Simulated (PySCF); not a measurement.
# C3H10AlN: a tour of settings

Aim: see how C3H10AlN (`C/C=[CH]\[AlH2-][NH3+]`) answers to the choice of functional, basis, grid and SCF options.

Computed with PySCF 2.14.0, with density-fitted response routines of our own, on a single molecule in the gas phase. Atoms are numbered from 0 throughout.

## Step 1: The starting structure

15 atoms, charge 0, multiplicity 1; geometry from: GFN2-xTB.

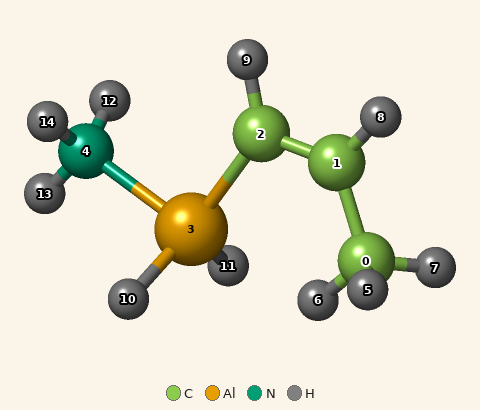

The starting geometry (carbon green, aluminium amber, nitrogen teal, hydrogen grey), atoms numbered.

## Step 2: Nuclear shieldings: PBE0/pcSseg-1

Job settings and geometry (Å):

```
{"job": {"kind": "nmr", "xc": "PBE0", "basis": "pcSseg-1"}, "charge": 0, "multiplicity": 1}
C     -2.283432    -0.561979     0.172170
C     -1.706964     0.794893    -0.056920
C     -0.388492     1.002259    -0.137773
Al     0.766949    -0.609070     0.066112
N      2.630330     0.234021    -0.140825
H     -2.929278    -0.857084    -0.655494
H     -1.464464    -1.284827     0.260563
H     -2.878059    -0.585442     1.085950
H     -2.442693     1.593517    -0.151867
H     -0.102971     2.046905    -0.310453
H      0.904695    -1.630738    -1.120098
H      1.011629    -1.225033     1.490850
H      2.814670     0.926361     0.580865
H      3.317559    -0.509966    -0.054839
H      2.746109     0.674173    -1.050152
```

Method: GIAO PBE0/pcSseg-1 NMR shielding, non-relativistic, gas phase.

Command:

```sh
$ OMP_NUM_THREADS=1 python probes_run.py task.json out
```

This one command runs all jobs of the session in turn.

Output:

```text
coarse grid: 12144 points
cycle   1  E = -417.0634866164  dE =  1.870e-01  |g| = 4.609e-01  |ddm| = 3.199e+00
cycle   2  E = -417.0553038432  dE =  8.183e-03  |g| = 5.093e-01  |ddm| = 9.416e-01
cycle   3  E = -417.1232466958  dE = -6.794e-02  |g| = 7.573e-02  |ddm| = 5.323e-01
cycle   4  E = -417.1243563535  dE = -1.110e-03  |g| = 4.352e-02  |ddm| = 9.400e-02
cycle   5  E = -417.1248413732  dE = -4.850e-04  |g| = 5.230e-03  |ddm| = 3.715e-02
cycle   6  E = -417.1248482185  dE = -6.845e-06  |g| = 1.749e-03  |ddm| = 6.197e-03
final grid: 110232 points
cycle   7  E = -417.1498570651  dE = -2.173e-05  |g| = 8.604e-03  |ddm| = 2.097e-02
cycle   8  E = -417.1498484344  dE =  8.631e-06  |g| = 1.074e-02  |ddm| = 1.411e-02
cycle   9  E = -417.1498741511  dE = -2.572e-05  |g| = 6.699e-04  |ddm| = 7.529e-03
cycle  10  E = -417.1498742480  dE = -9.690e-08  |g| = 2.813e-04  |ddm| = 7.556e-04
cycle  11  E = -417.1498742671  dE = -1.908e-08  |g| = 7.490e-05  |ddm| = 2.437e-04
cycle  12  E = -417.1498742683  dE = -1.197e-09  |g| = 2.090e-05  |ddm| = 7.068e-05
cycle  13  E = -417.1498742684  dE = -1.063e-10  |g| = 2.293e-06  |ddm| = 2.217e-05
converged SCF energy = -417.1498742684

GIAO shielding tensors (ppm)
atom      isotropic    diamagn.    paramagn.     s11        s22        s33       span
  0 C      154.264     251.685     -97.421    135.945    148.069    178.779     42.834
  1 C       31.542     255.078    -223.536   -101.071     42.348    153.349    254.420
  2 C       42.835     258.698    -215.863    -75.132     50.246    153.391    228.523
  3 Al     431.126     797.040    -365.914    424.093    424.563    444.722     20.629
  4 N      235.267     316.908     -81.641    221.525    239.826    244.452     22.927
  5 H       29.363      29.417      -0.054     26.504     27.059     34.527      8.024
  6 H       30.399      32.813      -2.414     26.684     31.052     33.461      6.777
  7 H       29.368      29.397      -0.029     26.484     27.080     34.539      8.055
  8 H       24.824      30.895      -6.071     23.344     23.391     27.738      4.394
  9 H       25.754      32.481      -6.727     22.980     25.846     28.435      5.455
 10 H       27.320      30.764      -3.443     23.865     26.845     31.250      7.386
 11 H       27.322      30.754      -3.432     23.870     26.835     31.260      7.391
 12 H       29.572      29.517       0.055     24.029     25.435     39.252     15.223
 13 H       29.546      28.069       1.477     23.640     25.207     39.792     16.152
 14 H       29.575      29.532       0.043     24.027     25.447     39.251     15.224
```

Run time: 20 s. Hardware: 1 thread of Intel Xeon Platinum 8259CL at 2.50GHz, shared host; peak memory 0.69 GiB.

Shifts follow as δ = σ(reference) − σ, with reference shieldings (ppm) from runs at the same level and on the same kind of geometry: 1H TMS 31.72, 13C TMS 186.9, 15N NH3 267.7, 27Al AlH4- 490.0. The references are single molecules in the gas phase, so shifts against H2O, NH3, PH3, H3PO4 or CFCl3 are not on the usual liquid scales and can be off by tens of ppm. Shifts against hydride references such as AlH4− lie on their own scale. Atoms listed in one row are averaged.

```tsv
atoms	environment	σ (ppm)	δ (ppm)
C1	alkene CH	31.5	155.4
C2	alkene CH	42.8	144.1
C0	allylic methyl carbon	154.3	32.7
H8	hydrogen on an alkene CH	24.82	6.89
H9	hydrogen on an alkene CH	25.75	5.96
H10, H11	hydrogen on an aluminium bonded to C, N	27.32	4.40
H12, H13, H14	hydrogen on a donor nitrogen of a Lewis adduct	29.56	2.15
H5, H6, H7	hydrogen on an allylic methyl carbon	29.71	2.01
Al3	aluminium bonded to C, N, 2 H	431.1	58.8
N4	donor nitrogen of a Lewis adduct	235.3	32.5
```

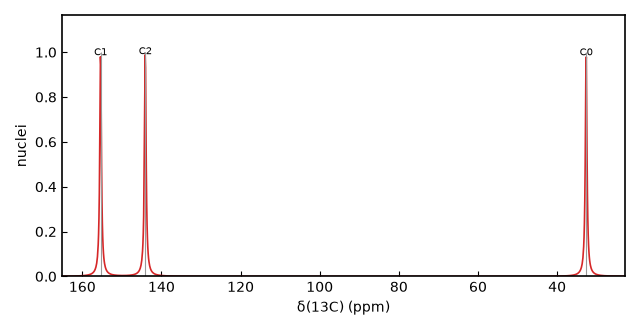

13C lines at the computed shifts, without couplings. Lines are broadened to a width of 0.49 ppm (Lorentzian).

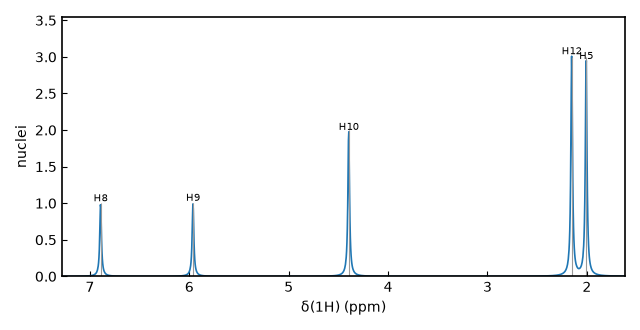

1H lines at the computed shifts, without couplings. Lines are broadened to a width of 0.02 ppm (Lorentzian).

Charges from the same density, by scheme (e):

```tsv
atoms	Mulliken	IAO	Hirshfeld	ESP fit
C0	-0.25	-0.40	-0.11	-0.27
C1	-0.24	-0.12	-0.05	0.07
C2	-0.43	-0.50	-0.23	-0.72
Al3	0.73	0.57	0.31	0.87
N4	-0.48	-0.60	-0.16	-0.68
```

Mulliken charges:

C0 -0.25; C1 -0.24; C2 -0.43; Al3 0.73; N4 -0.48; H5 0.13; H6 0.11; H7 0.13; H8 0.08; H9 0.08; H10 -0.27; H11 -0.27; H12 0.23; H13 0.23; H14 0.23

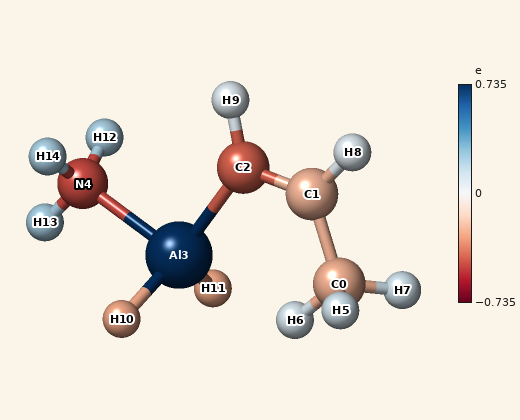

Mulliken charges, as colours on the atoms.

Mayer bond orders: C0–C1 1.06, C1–C2 1.95, C2–Al3 0.79, Al3–N4 0.36.

## Step 3: Excited states and response: PBE0/def2-SVPD

Same as in step 2 but for these lines:

```diff
@@ -1,2 +1,2 @@
-{"job": {"kind": "nmr", "xc": "PBE0", "basis": "pcSseg-1"}, "charge": 0, "multiplicity": 1}
+{"job": {"kind": "uv", "xc": "PBE0", "basis": "def2-SVPD", "nstates": 6, "ntriplets": 2}, "charge": 0, "multiplicity": 1}
 C     -2.283432    -0.561979     0.172170
```

Method: TDDFT PBE0/def2-SVPD, vertical, gas phase, core orbitals frozen in the response.

Output:

```text
coarse grid: 12144 points
cycle   1  E = -416.8755373286  dE =  1.490e-01  |g| = 4.496e-01  |ddm| = 5.256e+00
cycle   2  E = -416.8647951327  dE =  1.074e-02  |g| = 5.051e-01  |ddm| = 1.305e+00
cycle   3  E = -416.9345787300  dE = -6.978e-02  |g| = 7.564e-02  |ddm| = 6.837e-01
cycle   4  E = -416.9357340080  dE = -1.155e-03  |g| = 4.395e-02  |ddm| = 1.692e-01
cycle   5  E = -416.9362409020  dE = -5.069e-04  |g| = 5.560e-03  |ddm| = 7.178e-02
cycle   6  E = -416.9362492380  dE = -8.336e-06  |g| = 1.688e-03  |ddm| = 1.244e-02
final grid: 110232 points
cycle   7  E = -416.9893870771  dE = -2.321e-05  |g| = 8.018e-03  |ddm| = 1.171e-01
cycle   8  E = -416.9893791400  dE =  7.937e-06  |g| = 9.973e-03  |ddm| = 2.129e-02
cycle   9  E = -416.9894029427  dE = -2.380e-05  |g| = 5.671e-04  |ddm| = 1.146e-02
cycle  10  E = -416.9894030135  dE = -7.082e-08  |g| = 2.517e-04  |ddm| = 1.156e-03
cycle  11  E = -416.9894030293  dE = -1.583e-08  |g| = 6.536e-05  |ddm| = 3.752e-04
cycle  12  E = -416.9894030303  dE = -1.000e-09  |g| = 1.665e-05  |ddm| = 1.121e-04
cycle  13  E = -416.9894030304  dE = -7.481e-11  |g| = 2.793e-06  |ddm| = 4.227e-05
converged SCF energy = -416.9894030304

Static polarisability (au): isotropic 78.989, principal 64.662 74.447 97.857

Singlet excitations
state   eV       nm        f      main configurations
  1   5.3073    233.6   0.00115   H->L 0.97
  2   5.7874    214.2   0.01000   H-1->L 0.99
  3   6.0596    204.6   0.00462   H-1->L+1 0.96
  4   6.1191    202.6   0.01693   H-2->L 0.96
  5   6.3998    193.7   0.00232   H->L+2 0.95
  6   6.4392    192.5   0.19828   H->L+1 0.90

Triplet excitations (Tamm-Dancoff, eV): 4.1503 5.2265
```

Wall time 28 s (1 thread of Intel Xeon Platinum 8259CL at 2.50GHz, shared host); peak memory 0.74 GiB.

The orbitals next to the gap, with their largest atomic shares:

```tsv
orbital	eV	atoms
HOMO−3	-9.00	Al3 26 %, N4 18 %, H11 15 %
HOMO−2	-7.53	Al3 29 %, H10 20 %, H11 20 %
HOMO−1	-7.17	C2 35 %, Al3 21 %, C1 12 %
HOMO	-6.61	C2 29 %, C1 29 %, Al3 11 %
LUMO	-0.38	Al3 31 %, H13 14 %, N4 14 %
LUMO+1	0.48	C1 31 %, C2 29 %, Al3 15 %
LUMO+2	0.95	Al3 27 %, C0 15 %, C1 11 %
```

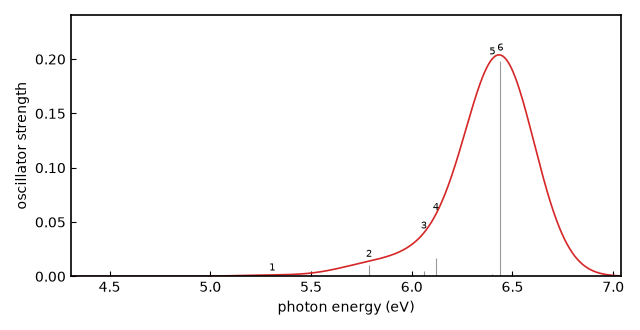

Absorption spectrum from the 6 singlet states computed; above the last one it falls off for lack of states. Lines are broadened to a width of 0.40 eV (Gaussian).

Ground-state properties from the same run:

```tsv
property	computed
dipole moment (D)	4.45
polarisability (Å³)	11.70
HOMO–LUMO gap (eV)	6.23
−ε(HOMO) (eV)	6.61
```

## Step 4: Shielding tensors: wB97X/pcSseg-1

Same as in step 3 but for these lines:

```diff
@@ -1,2 +1,2 @@
-{"job": {"kind": "uv", "xc": "PBE0", "basis": "def2-SVPD", "nstates": 6, "ntriplets": 2}, "charge": 0, "multiplicity": 1}
+{"job": {"kind": "nmr", "xc": "wB97X", "basis": "pcSseg-1", "pop": true, "scf": {"aux": "def2-qzvpp-jkfit"}}, "charge": 0, "multiplicity": 1}
 C     -2.283432    -0.561979     0.172170
```

Level: GIAO wB97X/pcSseg-1 NMR shielding, non-relativistic, gas phase.

Output:

```text
final grid: 110232 points
cycle   1  E = -417.3878156606  dE =  3.361e-01  |g| = 3.570e-01  |ddm| = 3.133e+00
cycle   2  E = -417.4194552779  dE = -3.164e-02  |g| = 2.157e-01  |ddm| = 5.603e-01
cycle   3  E = -417.4304340097  dE = -1.098e-02  |g| = 5.724e-02  |ddm| = 2.103e-01
cycle   4  E = -417.4313089668  dE = -8.750e-04  |g| = 2.139e-02  |ddm| = 6.242e-02
cycle   5  E = -417.4314240644  dE = -1.151e-04  |g| = 3.833e-03  |ddm| = 2.235e-02
cycle   6  E = -417.4314299180  dE = -5.854e-06  |g| = 1.021e-03  |ddm| = 6.728e-03
cycle   7  E = -417.4314303918  dE = -4.738e-07  |g| = 3.458e-04  |ddm| = 2.343e-03
cycle   8  E = -417.4314304431  dE = -5.129e-08  |g| = 1.589e-04  |ddm| = 6.466e-04
cycle   9  E = -417.4314304536  dE = -1.052e-08  |g| = 3.459e-05  |ddm| = 3.058e-04
cycle  10  E = -417.4314304542  dE = -6.727e-10  |g| = 1.317e-05  |ddm| = 8.704e-05
converged SCF energy = -417.4314304542

GIAO shielding tensors (ppm)
atom      isotropic    diamagn.    paramagn.     s11        s22        s33       span
  0 C      158.727     250.753     -92.026    140.527    153.455    182.198     41.672
  1 C       34.309     255.124    -220.815   -103.790     48.753    157.964    261.754
  2 C       45.443     259.247    -213.804    -77.432     52.667    161.094    238.525
  3 Al     440.384     796.530    -356.146    430.978    435.049    455.126     24.148
  4 N      237.512     316.945     -79.434    223.638    242.007    246.890     23.252
  5 H       29.546      29.453       0.093     26.609     27.186     34.842      8.233
  6 H       30.554      33.000      -2.446     26.653     31.170     33.839      7.187
  7 H       29.550      29.432       0.117     26.587     27.208     34.855      8.268
  8 H       25.038      30.793      -5.755     23.445     23.598     28.071      4.627
  9 H       25.879      32.500      -6.621     23.006     25.910     28.722      5.716
 10 H       27.586      30.966      -3.380     24.100     27.079     31.579      7.479
 11 H       27.588      30.957      -3.369     24.105     27.069     31.589      7.484
 12 H       29.690      29.614       0.076     24.184     25.521     39.365     15.181
 13 H       29.695      28.161       1.533     23.875     25.255     39.954     16.080
 14 H       29.694      29.631       0.063     24.184     25.533     39.364     15.180
```

Wall time 25 s (1 thread of Intel Xeon Platinum 8259CL at 2.50GHz, shared host); peak memory 0.66 GiB.

Key values: σ C1 34.3, C2 45.4, C0 158.7, Al3 440.4, H8 25.04, H9 25.88 ppm.

## Step 5: NMR shieldings: PBE0/pcseg-1

Same as in step 4 but for these lines:

```diff
@@ -1,2 +1,2 @@
-{"job": {"kind": "nmr", "xc": "wB97X", "basis": "pcSseg-1", "pop": true, "scf": {"aux": "def2-qzvpp-jkfit"}}, "charge": 0, "multiplicity": 1}
+{"job": {"kind": "nmr", "xc": "PBE0", "basis": "pcseg-1", "pop": true}, "charge": 0, "multiplicity": 1}
 C     -2.283432    -0.561979     0.172170
```

Level: GIAO PBE0/pcseg-1 NMR shielding, non-relativistic, gas phase.

Output:

```text
coarse grid: 12144 points
cycle   1  E = -417.0544455860  dE =  1.848e-01  |g| = 4.219e-01  |ddm| = 3.498e+00
cycle   2  E = -417.0493349548  dE =  5.111e-03  |g| = 4.596e-01  |ddm| = 9.774e-01
cycle   3  E = -417.1062442333  dE = -5.691e-02  |g| = 7.466e-02  |ddm| = 5.444e-01
cycle   4  E = -417.1073876468  dE = -1.143e-03  |g| = 4.132e-02  |ddm| = 1.056e-01
cycle   5  E = -417.1078335656  dE = -4.459e-04  |g| = 4.528e-03  |ddm| = 4.070e-02
cycle   6  E = -417.1078392559  dE = -5.690e-06  |g| = 1.514e-03  |ddm| = 6.573e-03
final grid: 110232 points
cycle   7  E = -417.1328474750  dE = -2.004e-05  |g| = 8.213e-03  |ddm| = 2.166e-02
cycle   8  E = -417.1328394897  dE =  7.985e-06  |g| = 1.021e-02  |ddm| = 1.536e-02
cycle   9  E = -417.1328639205  dE = -2.443e-05  |g| = 6.065e-04  |ddm| = 8.293e-03
cycle  10  E = -417.1328640078  dE = -8.731e-08  |g| = 2.283e-04  |ddm| = 7.770e-04
cycle  11  E = -417.1328640203  dE = -1.246e-08  |g| = 7.004e-05  |ddm| = 2.333e-04
cycle  12  E = -417.1328640214  dE = -1.145e-09  |g| = 1.519e-05  |ddm| = 7.234e-05
cycle  13  E = -417.1328640215  dE = -6.310e-11  |g| = 2.014e-06  |ddm| = 2.138e-05
converged SCF energy = -417.1328640215

GIAO shielding tensors (ppm)
atom      isotropic    diamagn.    paramagn.     s11        s22        s33       span
  0 C      164.092     251.648     -87.556    144.796    158.775    188.704     43.908
  1 C       43.038     255.155    -212.117    -83.762     50.407    162.468    246.229
  2 C       53.780     257.939    -204.159    -58.230     58.165    161.405    219.635
  3 Al     427.417     797.548    -370.131    404.686    427.455    450.111     45.424
  4 N      241.881     316.846     -74.965    233.210    244.155    248.279     15.069
  5 H       29.502      29.438       0.064     26.669     27.194     34.642      7.973
  6 H       30.568      32.847      -2.279     26.754     31.358     33.592      6.838
  7 H       29.506      29.419       0.087     26.651     27.215     34.654      8.003
  8 H       25.012      31.021      -6.009     23.470     23.644     27.921      4.451
  9 H       25.961      32.461      -6.500     23.332     26.004     28.547      5.215
 10 H       27.363      30.937      -3.574     23.775     27.012     31.303      7.527
 11 H       27.365      30.928      -3.563     23.781     27.002     31.312      7.531
 12 H       29.874      29.656       0.218     24.312     25.860     39.450     15.138
 13 H       29.830      28.291       1.540     23.889     25.596     40.006     16.117
 14 H       29.877      29.670       0.207     24.310     25.873     39.448     15.138
```

Wall time 16 s (1 thread of Intel Xeon Platinum 8259CL at 2.50GHz, shared host); peak memory 0.59 GiB.

Key values: σ C1 43.0, C2 53.8, C0 164.1, Al3 427.4, H8 25.01, H9 25.96 ppm.

## Step 6: Ultraviolet spectrum: revPBE/def2-SVPD

Same as in step 5 but for these lines:

```diff
@@ -1,2 +1,2 @@
-{"job": {"kind": "nmr", "xc": "PBE0", "basis": "pcseg-1", "pop": true}, "charge": 0, "multiplicity": 1}
+{"job": {"kind": "uv", "xc": "revPBE", "basis": "def2-SVPD", "nstates": 6, "ntriplets": 2, "tda": false, "scf": {"conv": 1e-15, "max_cycle": 79}}, "charge": 0, "multiplicity": 1}
 C     -2.283432    -0.561979     0.172170
```

Level: TDDFT revPBE/def2-SVPD, vertical, gas phase, core orbitals frozen in the response.

Output:

```text
final grid: 110232 points
cycle   1  E = -417.1030928920  dE =  8.810e-02  |g| = 5.907e-01  |ddm| = 5.632e+00
cycle   2  E = -416.9562833919  dE =  1.468e-01  |g| = 9.283e-01  |ddm| = 2.173e+00
cycle   3  E = -417.2017212280  dE = -2.454e-01  |g| = 1.424e-01  |ddm| = 1.406e+00
cycle   4  E = -417.2060213380  dE = -4.300e-03  |g| = 8.996e-02  |ddm| = 3.277e-01
cycle   5  E = -417.2082273532  dE = -2.206e-03  |g| = 1.659e-02  |ddm| = 1.527e-01
cycle   6  E = -417.2083040904  dE = -7.674e-05  |g| = 5.694e-03  |ddm| = 3.462e-02
cycle   7  E = -417.2083124042  dE = -8.314e-06  |g| = 7.208e-04  |ddm| = 9.314e-03
cycle   8  E = -417.2083125525  dE = -1.482e-07  |g| = 1.647e-04  |ddm| = 1.806e-03
cycle   9  E = -417.2083125589  dE = -6.437e-09  |g| = 6.097e-05  |ddm| = 4.106e-04
cycle  10  E = -417.2083125597  dE = -7.997e-10  |g| = 2.729e-05  |ddm| = 1.230e-04
[... 3 cycles left out ...]
cycle  14  E = -417.2083125599  dE = -2.274e-12  |g| = 1.997e-07  |ddm| = 1.001e-06
cycle  15  E = -417.2083125599  dE =  6.821e-13  |g| = 3.049e-08  |ddm| = 3.323e-07
cycle  16  E = -417.2083125599  dE =  1.592e-12  |g| = 3.763e-08  |ddm| = 4.036e-08
cycle  17  E = -417.2083125599  dE = -3.183e-12  |g| = 4.227e-09  |ddm| = 7.475e-08
cycle  18  E = -417.2083125599  dE = -1.023e-12  |g| = 5.351e-09  |ddm| = 7.040e-09
cycle  19  E = -417.2083125599  dE =  2.501e-12  |g| = 3.699e-09  |ddm| = 3.687e-09
cycle  20  E = -417.2083125599  dE = -1.933e-12  |g| = 6.124e-09  |ddm| = 7.805e-09
cycle  21  E = -417.2083125599  dE = -2.274e-13  |g| = 6.770e-09  |ddm| = 1.044e-08
cycle  22  E = -417.2083125599  dE =  1.364e-12  |g| = 1.015e-08  |ddm| = 1.357e-08
cycle  23  E = -417.2083125599  dE =  0.000e+00  |g| = 1.061e-08  |ddm| = 1.962e-08
converged SCF energy = -417.2083125599

Static polarisability (au): isotropic 81.783, principal 66.293 77.289 101.766

Singlet excitations
state   eV       nm        f      main configurations
  1   4.3648    284.1   0.00015   H->L 1.00
  2   4.7493    261.1   0.00416   H-1->L 1.00
  3   5.1539    240.6   0.00592   H-2->L 1.00
  4   5.6571    219.2   0.07111   H->L+1 0.57, H-2->L+1 0.39
  5   5.6819    218.2   0.00479   H-1->L+1 0.96
  6   5.7848    214.3   0.00187   H->L+2 0.99

Triplet excitations (Tamm-Dancoff, eV): 4.2161 4.3289
```

Run time: 64 s. Hardware: 1 thread of Intel Xeon Platinum 8259CL at 2.50GHz, shared host; peak memory 0.54 GiB.

Despite a needlessly tight threshold, the SCF converged in 23 cycles.

In short: HOMO -5.46 eV, LUMO -1.10 eV; lowest singlet 4.36 eV.

## Step 7: Side by side: NMR shifts

Shifts (ppm) of some atoms, chosen among heavy atoms and hydrogens apart, means over like atoms, with basis size and wall time:

```tsv
run	C1	C2	C0	H8	H10	H12	N4	functions	time
PBE0/pcSseg-1	155.4	144.1	32.7	6.89	4.40	2.15	32.5	142	20 s
wB97X/pcSseg-1	155.3	144.2	30.9	6.77	4.22	2.12	31.1	142	25 s
PBE0/pcseg-1	153.9	143.2	32.9	6.86	4.51	2.01	29.0	124	16 s
```

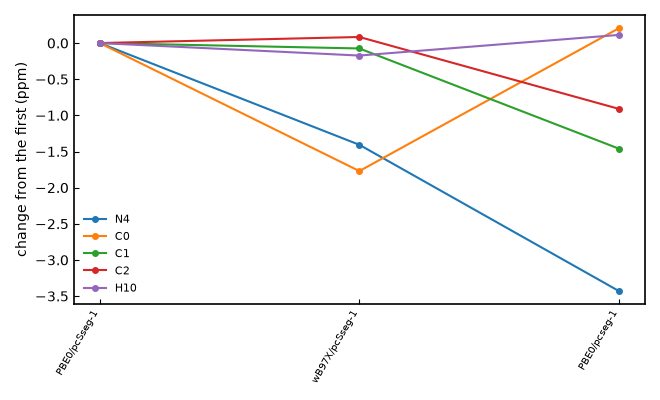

How five of the tabulated atoms move from run to run.

## Step 8: Comparing the runs: electronic excitations

Excitations and ground-state properties, with basis size and wall time:

```tsv
run	lowest singlet (eV)	brightest (eV)	f	gap (eV)	α (Å³)	μ (D)	functions	time
PBE0/def2-SVPD	5.31	6.44	0.198	6.23	11.70	4.45	184	28 s
revPBE/def2-SVPD	4.36	5.66	0.071	4.36	12.12	4.40	184	64 s
```

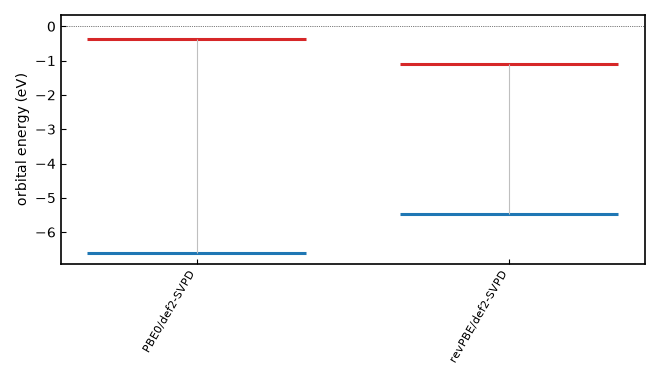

HOMO (blue) and LUMO (red) run by run.

## Step 9: What came out

```
                                                              quantity                             value
                                13C shifts against TMS (PBE0/pcSseg-1)            155.4, 144.1, 32.7 ppm
1H shifts against TMS (PBE0/pcSseg-1, means over atoms taken as alike)  6.89, 5.96, 4.40, 2.15, 2.01 ppm
                             27Al shifts against AlH4- (PBE0/pcSseg-1)                          58.8 ppm
                                15N shifts against NH3 (PBE0/pcSseg-1)                          32.5 ppm
                                       lowest singlet (PBE0/def2-SVPD)       5.31 eV (234 nm), f = 0.001
                              brightest single state of those computed       state 6, 6.44 eV, f = 0.198
                                                        lowest triplet                           4.15 eV
                                              range of the shift of N4                  29.0 to 32.5 ppm
                                           range of the lowest singlet                   4.36 to 5.31 eV
```

What this shows: Single values in the summary come from the first run of each kind that ended normally (PBE0/pcSseg-1; PBE0/def2-SVPD), which need not be the best level. At PBE0/pcSseg-1: The widest tensor belongs to C1: span 254 ppm, with a paramagnetic part of -224 ppm. The lowest singlet, at 5.31 eV, is HOMO→LUMO 0.97 and is weak; of the 6 states computed, the strongest absorption comes from state 6 at 6.44 eV (the last computed, so partners may be missing). The lowest triplet lies 1.16 eV below the lowest singlet (triplets in Tamm-Dancoff, singlets in full TDDFT). Among the atoms with a shift in every run: Across the 3 runs the shift of N4 moves most, between 29.0 (PBE0/pcseg-1) and 32.5 ppm (PBE0/pcSseg-1). The lowest singlet runs from 4.36 eV (revPBE/def2-SVPD) to 5.31 eV (PBE0/def2-SVPD), while the orbital gap spans 4.36 to 6.23 eV. The lowest state need not be the same one in every run.
